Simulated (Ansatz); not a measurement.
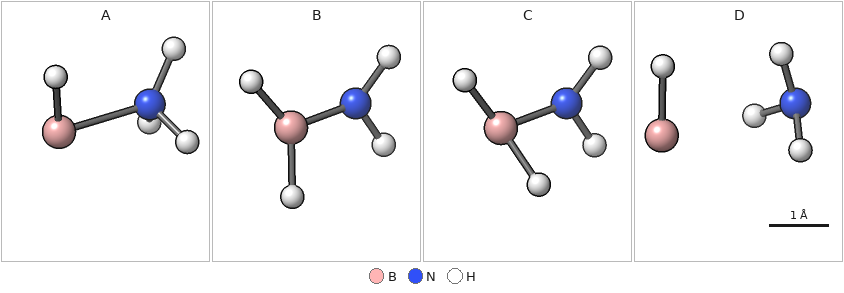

4 geometries from a converged minimum-energy path of BNH4, shuffled. A ball-and-stick model, seen at a tilt.

All numbers below come from Ansatz 0.2.0, RKS B3LYP-D4/6-31G*. Settings: 7 movable images; climbing image; force threshold 0.05 eV/Å; iteration limit 60; starting path through a guess of the saddle point.

One of them is the converged climbing image. Which?

D. In order along the path, whose images run from 0 to 8: B (image 1, +8.9 kcal/mol), C (image 2, +45.6 kcal/mol), A (image 5, +109.0 kcal/mol), D (image 7, +122.5 kcal/mol). Breaking: B–H (1.20 → 2.22 Å), B–N (1.39 → 2.64 Å). Forming: H–N (2.23 → 1.02 Å).

Cost: 40 s on 1 thread of AMD EPYC 9R45 96-Core Processor (Zen 5) (shared host), peak memory 0.11 GiB.
